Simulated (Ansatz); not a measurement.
# AsH3 (arsine) at CCSDTQ/STO-3G

What is the vertical ionisation energy of AsH3 (arsine) at CCSDTQ/STO-3G? 

Program for the calculation: Ansatz 0.2.0.

29 further runs of the same task are left out: 1 that didn't finish, 28 set aside as unsound or not needed.

**1. The structure to begin with**

The species is AsH3 (4 atoms), meant as a singlet with charge 0. As SMILES, `[AsH3]`. The shape is that of a PBE0-D4/def2-TZVP optimisation.

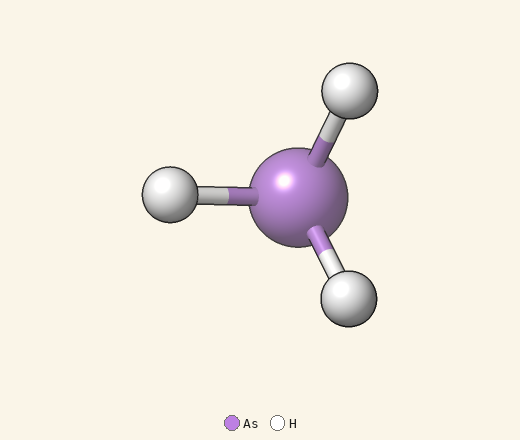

The structure, seen from a chosen angle (arsenic purple, hydrogen white).

**2. The energy at CCSDTQ/STO-3G**

The input, in.yaml:

```yaml
crystal:
  periodic: [false, false, false]
  atoms:
    - {symbol: As, position_ang: [-0.215800, 0.487600, -0.346000]}
    - {symbol: H, position_ang: [0.349900, 0.630300, 1.059400]}
    - {symbol: H, position_ang: [-1.068000, -0.705500, 0.061100]}
    - {symbol: H, position_ang: [0.933900, -0.412500, -0.774500]}
basis:
  gaussian: {orbitals: STO-3G}
correlation: {method: ccsdtq, frozen_orbitals: {As: 9, H: 0}}
scf: {omitted_lower_state_checks: [cluster_reference, increment]}
accuracy: high
```

Launch:

```bash
$ ansatz run in.yaml --threads 1 --pin off --max-ram 2610MiB --events-out events.jsonl --progress --plain --runs-dir runs
```

What it wrote, cut to the lines that bear on the results:

```text
Warning: RAYON_NUM_THREADS=1 ignored (pool sized by the plan → 1); use --threads N
Functional definition: HF
  name "HF"
[...]
262 factors; integrals over basis functions are off by at most 1.8e-8 eV
[...]
mean field -60164.59239043 eV, -2211.0079893230 hartree, gradient 1.3e-8 eV, S^2 0.000000; 0 other end points of the search recorded, 0 dependent functions left out
9 core orbitals not correlated: weight in the atoms' cores, before any rotation towards them, 1.000 or more for the frozen orbitals, at most 0.000 for the correlated occupied ones
reference -60164.59239043 eV, -2211.0079893230 hartree; 9, 9 occupied and 3, 3 virtual orbitals, 262 factors
second order -1.08061574 eV of doubles, -0.00000000 eV of singles
cycle   1  -1.43496818 eV  change   -3.5e-1 eV  update   5.2e-2
[...]
cycle  23  -1.64780051 eV  change  -6.2e-10 eV  update  9.7e-10
Total energy: -60166.24019094 eV, -2211.0685448749 hartree
Checks for a lower state left out: cluster_reference, increment
```

It took 4.5 s on 1 thread of Intel Xeon Platinum 8488C (Sapphire Rapids), shared host; peak memory 0.16 GiB.

**3. The doublet cation**

The input, input.yaml:

```yaml
crystal:
  periodic: [false, false, false]
  atoms:
    - {symbol: As, position_ang: [-0.215800, 0.487600, -0.346000]}
    - {symbol: H, position_ang: [0.349900, 0.630300, 1.059400]}
    - {symbol: H, position_ang: [-1.068000, -0.705500, 0.061100]}
    - {symbol: H, position_ang: [0.933900, -0.412500, -0.774500]}
basis:
  gaussian: {orbitals: STO-3G}
total_charge: 1
magnetization: {spin_polarized: true, initial_magnetization: 1}
correlation: {method: ccsdtq, frozen_orbitals: {As: 9, H: 0}}
accuracy: high
scf: {omitted_lower_state_checks: [cluster_reference, increment]}
```

Launch:

```bash
$ ansatz run input.yaml --threads 1 --pin off --max-ram 2610MiB --events-out events.jsonl --progress --plain --runs-dir runs
```

What it wrote, cut to the lines that bear on the results:

```text
Warning: RAYON_NUM_THREADS=1 ignored (pool sized by the plan → 1); use --threads N
[... 2 set-up lines as earlier in the session ...]
[...]
261 factors; integrals over basis functions are off by at most 1.8e-8 eV
[...]
mean field -60157.21621032 eV, -2210.7369197034 hartree, gradient 3.8e-8 eV, S^2 0.753591; 0 other end points of the search recorded, 0 dependent functions left out
9 core orbitals not correlated: weight in the atoms' cores, before any rotation towards them, 1.000 or more for the frozen orbitals, at most 0.000 for the correlated occupied ones
reference -60157.21621032 eV, -2210.7369197034 hartree; 9, 8 occupied and 3, 4 virtual orbitals, 261 factors
second order -1.02008906 eV of doubles, -0.00000000 eV of singles
cycle   1  -1.38086874 eV  change   -3.6e-1 eV  update   5.5e-2
[...]
cycle  25  -1.62655110 eV  change  -5.9e-10 eV  update   1.8e-9
Total energy: -60158.84276142 eV, -2210.7966943540 hartree
Checks for a lower state left out: cluster_reference, increment
```

Run time: 58 s. Hardware: 1 thread of Intel Xeon Platinum 8488C (Sapphire Rapids), shared host; peak memory 0.52 GiB.

**4. Results**

Level: CCSDTQ/STO-3G, 9 core orbitals frozen.

```
                                                   quantity           value
                                 singlet AsH3: total energy  -2211.06854 Eh
  singlet AsH3: correlation energy (9 core orbitals frozen)       -60.6 mEh
                                singlet AsH3: T1 diagnostic           0.004
                               doublet cation: total energy  -2210.79669 Eh
doublet cation: correlation energy (9 core orbitals frozen)       -59.8 mEh
          doublet cation: ⟨S²⟩ of the reference determinant           0.754
                              doublet cation: T1 diagnostic           0.002
         vertical ionisation energy (to the doublet cation)        7.397 eV
```

In words: Removing an electron at fixed nuclei costs 7.40 eV (714 kJ/mol). In a minimal basis such a difference can be off by several eV, whatever the method.
